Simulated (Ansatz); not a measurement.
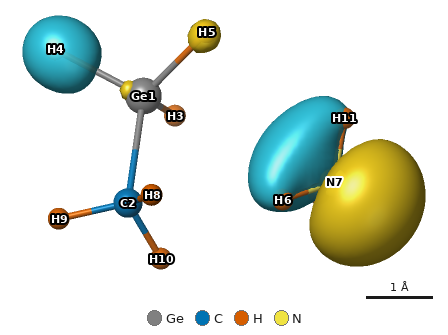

CH$_{6}$Ge···NH$_{3}$. The HOMO at ±0.15 Å⁻³ᐟ² (yellow and cyan are the two phases), seen at a tilt.

Not at a stationary point (largest force 0.6 eV/Å).

These are results of Ansatz 0.2.0, UHF/def2-SVP, not measurements.

Input

```
crystal:
  periodic: [false, false, false]
  atoms:
    - { symbol: Ge, position_ang: [-0.7962, 0.89, 0.0033] }
    - { symbol: C, position_ang: [0.3107, -0.7597, 1.1217] }
    - { symbol: H, position_ang: [-1.9561, 0.5525, -0.896] }
    - { symbol: H, position_ang: [-1.5148, 1.2154, 1.3389] }
    - { symbol: H, position_ang: [-0.0889, 2.1874, -0.2845] }
    - { symbol: H, position_ang: [0.6148, -0.6463, -0.2417] }
    - { symbol: "N", position_ang: [0.5574, -0.1095, -1.4669] }
    - { symbol: H, position_ang: [0.7709, -0.1296, 1.8799] }
    - { symbol: H, position_ang: [-0.5628, -1.2275, 1.5698] }
    - { symbol: H, position_ang: [1.0206, -1.5832, 0.9676] }
    - { symbol: H, position_ang: [1.4131, 0.323, -1.7835] }
    - { symbol: H, position_ang: [0.2313, -0.7123, -2.2083] }
magnetization:
  spin_polarized: true
basis:
  gaussian: { orbitals: def2-SVP }
hamiltonian:
  xc: hf
relax:
  f_tol: 0.15
  max_steps: 25
  restrain:
    - { distance: [0, 6], at: 3.21, k: 30.0 }
    - { distance: [5, 1], at: 2.37, k: 30.0 }
    - { distance: [0, 1], at: 1.96, k: 30.0 }
    - { distance: [5, 6], at: 1.02, k: 30.0 }
output:
  orbitals: {}
```

Command:

```sh
ansatz run input.yaml --threads 2 --pin off --max-ram 3072MiB --backend cpu --events-out ev --progress --plain --runs-dir out
```

The fields are those of the run's last geometry, not of the input's.

### What is the character of this orbital?

By Hirshfeld shares it lies mainly on N7 (about 70 %) and Ge1 (about 5 %); largely a lone pair of N7. Its energy is −11.27 eV.
